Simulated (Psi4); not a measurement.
# GaSiH7O (SMILES [SiH3][OH+][GaH3-]): B3LYP/6-31G(d) (spherical functions)

What is the energy change on altering one bond length of GaSiH7O at B3LYP/6-31G* (spherical functions)? 

The results are computed with Psi4 1.11.

6 further runs of the same task are left out: 5 that didn't finish, 1 set aside as unsound or not needed. Runs told in other sessions of the task aren't counted.

## (1) The structure to begin with

GaSiH7O has 10 atoms, charge 0, and is taken as a singlet. As SMILES, `[SiH3][OH+][GaH3-]`. Geometry: relaxed at PBE0-D4/def2-TZVP.

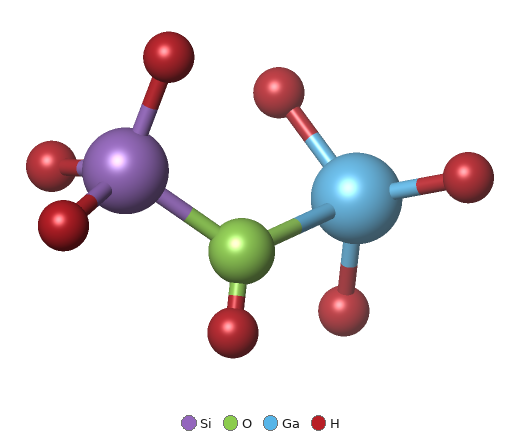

The structure, seen from a chosen angle (silicon purple, oxygen green, gallium blue, hydrogen red).

## (2) Energy and forces at B3LYP/6-31G(d) (spherical functions)

File calc.py:

```python
import psi4

psi4.set_memory(2200000000)
psi4.set_num_threads(1)
psi4.set_output_file('run.log', False)

mol = psi4.geometry("""
0 1
Si    -0.91595025     1.28520274    -2.43642389
O     -1.45924651    -0.44162900     0.18424830
Ga     1.66692741    -1.04123909     2.78772398
H     -3.33933503     1.39839733    -3.84559266
H      1.05068773     0.07691185    -4.01547904
H     -0.13152494     3.80439663    -1.53918193
H     -2.50180842    -1.91769407     0.01908623
H      0.57939003     0.27703385     5.21621102
H      3.56326758     0.47904557     1.04426266
H      1.64462865    -4.01680185     2.59062554
units bohr
symmetry c1
no_reorient
no_com
""")

options = {'basis': '6-31G*', 'puream': True, 'e_convergence': 1e-09, 'd_convergence': 1e-08, 'scf_type': 'pk', 'dft_radial_points': 99, 'dft_spherical_points': 590}
psi4.set_options(options)

energy_value, wavefunction = psi4.gradient('b3lyp', molecule=mol, return_wfn=True)
print('gradient / Eh bohr^-1')
print(energy_value.np.round(6))
print(f'energy = {wavefunction.energy():.10f} Eh')
```

The run is started by

```bash
$ python calc.py
```

run.log:

```text
[...]
  Running in c1 symmetry.
[...]
  Nuclear repulsion =  256.165787704500872
[...]
  Multiplicity = 1
[...]
  Nalpha       = 30
  Nbeta        = 30
[...]
    Number of basis functions: 78
[...]
   @RKS iter   1: -2291.47605353952986   -1.71310e+00   3.83863e-02 ADIIS/DIIS
[...]
   @RKS iter  12: -2293.55328224055484   -4.54747e-13   3.08928e-09 DIIS
[...]
    Orbital Energies [Eh]
    ---------------------
    Doubly Occupied:
       1A   -372.525709     2A    -66.167760     3A    -45.919969
       4A    -40.676419     5A    -40.673608     6A    -40.673495
       7A    -19.203835     8A     -5.488979     9A     -5.327124
      10A     -3.775621    11A     -3.767806    12A     -3.767468
      13A     -3.687252    14A     -3.684047    15A     -3.683622
      16A     -1.061971    17A     -0.808890    18A     -0.804151
      19A     -0.803783    20A     -0.800789    21A     -0.800616
      22A     -0.612836    23A     -0.524648    24A     -0.470324
      25A     -0.421505    26A     -0.389586    27A     -0.366308
      28A     -0.346398    29A     -0.279423    30A     -0.274891
[...]
  @RKS Final Energy: -2293.55328224055484
   => Energetics <=
    Nuclear Repulsion Energy =            256.1657877045008718
    One-Electron Energy =               -3702.8762457855154935
    Two-Electron Energy =                1239.4941638625332416
    DFT Exchange-Correlation Energy =     -86.3369880220740384
    Empirical Dispersion Energy =           0.0000000000000000
    VV10 Nonlocal Energy =                  0.0000000000000000
    Total Energy =                      -2293.5532822405552906
[...]
 Multipole Moments:
 ------------------------------------------------------------------------------------
     Multipole            Electronic (a.u.)      Nuclear  (a.u.)        Total (a.u.)
 ------------------------------------------------------------------------------------
 L = 1.  Multiply by 2.5417464519 to convert [e a0] to [Debye]
 Dipole X            :        -29.0243807           28.0427797           -0.9816010
 Dipole Y            :         17.7096042          -17.7173161           -0.0077119
 Dipole Z            :        -54.3884633           53.2534271           -1.1350362
 Magnitude           :                                                    1.5006356
[...]
  -Total Gradient:
     Atom            X                  Y                   Z
    ------   -----------------  -----------------  -----------------
       1       -0.002204604865    -0.005812687579     0.008774511199
       2       -0.000676590901    -0.001469473539    -0.009082205655
       3       -0.001032933326     0.000004322038    -0.000516471615
       4        0.000368792433    -0.000286158744     0.000683770791
       5       -0.000009399972    -0.000484004566     0.001221353780
       6        0.000255083863    -0.000325374461     0.000688985061
       7        0.004676011588     0.007399601076     0.000284735644
       8        0.000701220521    -0.000884899469    -0.002203294023
       9       -0.001940077072    -0.000613079782     0.000229420781
      10       -0.000137549802     0.002489950013    -0.000081821367
[...]
```

Standard output:

```text
gradient / Eh bohr^-1
[[-2.205e-03 -5.813e-03  8.775e-03]
 [-6.770e-04 -1.469e-03 -9.082e-03]
 [-1.033e-03  4.000e-06 -5.160e-04]
 [ 3.690e-04 -2.860e-04  6.840e-04]
 [-9.000e-06 -4.840e-04  1.221e-03]
 [ 2.550e-04 -3.250e-04  6.890e-04]
 [ 4.676e-03  7.400e-03  2.850e-04]
 [ 7.010e-04 -8.850e-04 -2.203e-03]
 [-1.940e-03 -6.130e-04  2.290e-04]
 [-1.380e-04  2.490e-03 -8.200e-05]]
energy = -2293.5532822406 Eh
```

Run time: 19 s. Hardware: 1 thread of AMD EPYC 9R45 (Zen 5), shared host; peak memory 1.3 GiB.

## (3) The distorted shape at the same level

File job.in:

```
memory 2200 MB

molecule {
  Si    -0.816792    -0.386419    -1.669154
  O     -1.104292    -1.300219    -0.282354
  Ga     0.550008    -1.617519     1.095346
  H     -2.099192    -0.326519    -2.414854
  H      0.223908    -1.025819    -2.504754
  H     -0.069600     2.013200    -0.814500
  H     -1.655992    -2.081319    -0.369754
  H     -0.025492    -0.919919     2.380446
  H      1.553508    -0.813019     0.172746
  H      0.538208    -3.192119     0.991046
  symmetry c1
  no_reorient
  no_com
}

set {
  basis 6-31G*
  puream true
  e_convergence 1e-09
  d_convergence 1e-08
  scf_type pk
  dft_radial_points 99
  dft_spherical_points 590
}

e_tot = gradient('b3lyp')
print_variables()
```

The run is started by

```bash
$ psi4 job.in job.out -n 1
```

job.out, cut to the lines that bear on the results:

```text
[...]
  Running in c1 symmetry.
[...]
  Nuclear repulsion =  252.604080951678867
[...]
  Multiplicity = 1
[...]
  Nalpha       = 30
  Nbeta        = 30
[...]
    Number of basis functions: 78
[...]
   @RKS iter   1: -2291.32205006523554   -1.72262e+00   3.84479e-02 DIIS/ADIIS
[...]
   @RKS iter  13: -2293.42834002779455   -1.09139e-11   5.95341e-09 DIIS
[...]
  @RKS Final Energy: -2293.42834002779455
   => Energetics <=
    Nuclear Repulsion Energy =            252.6040809516788670
    One-Electron Energy =               -3695.1103650110289891
    Two-Electron Energy =                1235.2876236502552274
    DFT Exchange-Correlation Energy =     -86.2096796186997665
    Empirical Dispersion Energy =           0.0000000000000000
    VV10 Nonlocal Energy =                  0.0000000000000000
    Total Energy =                      -2293.4283400277945475
[...]
 Multipole Moments:
 ------------------------------------------------------------------------------------
     Multipole            Electronic (a.u.)      Nuclear  (a.u.)        Total (a.u.)
 ------------------------------------------------------------------------------------
 L = 1.  Multiply by 2.5417464519 to convert [e a0] to [Debye]
 Dipole X            :          7.8817418           -8.9834330           -1.1016912
 Dipole Y            :        136.1308874         -136.6276165           -0.4967291
 Dipole Z            :        -12.1492928           10.9020454           -1.2472473
 Magnitude           :                                                    1.7366892
[...]
  -Total Gradient:
     Atom            X                  Y                   Z
    ------   -----------------  -----------------  -----------------
       1       -0.012138139861    -0.041055928188    -0.007983654612
       2       -0.004019637738    -0.006792423202    -0.004441387739
       3       -0.003693667264    -0.000560716503    -0.002567229069
       4        0.000693299620    -0.003709230661    -0.000655013394
       5       -0.003110552497    -0.003607455832    -0.000596069607
       6        0.014957666766     0.045441680696     0.017314514133
       7        0.007375547636     0.008183935942     0.000051352025
       8        0.000838693448    -0.000614128765    -0.001821873019
       9       -0.001366113490     0.000028294077     0.000392899430
      10        0.000451934706     0.002689608336     0.000290590844
[...]
```

Run time: 20 s. Hardware: 1 thread of AMD EPYC 9R45 (Zen 5), shared host; peak memory 1.3 GiB.

## (4) What came out

Level: B3LYP/6-31G* (spherical functions).

```
                                                          quantity           value
                                         first shape: total energy  -2293.55328 Eh
                                        first shape: dipole moment          3.81 D
                                          first shape: HOMO energy        -7.48 eV
                                          first shape: LUMO energy        -0.89 eV
                                        first shape: HOMO–LUMO gap         6.59 eV
                             first shape: largest force on an atom      0.553 eV/Å
                                     distorted shape: total energy  -2293.42834 Eh
                                    distorted shape: dipole moment          4.41 D
                                      distorted shape: HOMO energy        -7.27 eV
                                      distorted shape: LUMO energy        -3.19 eV
                                    distorted shape: HOMO–LUMO gap         4.08 eV
                         distorted shape: largest force on an atom      2.616 eV/Å
energy change with the Si1–H6 bond stretched from 1.475 to 2.655 Å        3.400 eV
```

**Reading.** With the Si1–H6 bond stretched from 1.475 to 2.655 Å the energy rises by 3.40 eV (328 kJ/mol). The first shape isn't relaxed at this level, so the change isn't measured from a minimum. A restricted reference can't describe the breaking bond well at this length. The largest force (first shape) is 0.55 eV/Å: the shape isn't a stationary point for this species at this level. With no_com the log's rotational constants are taken about the origin, not the centre of mass, so they aren't the molecule's.
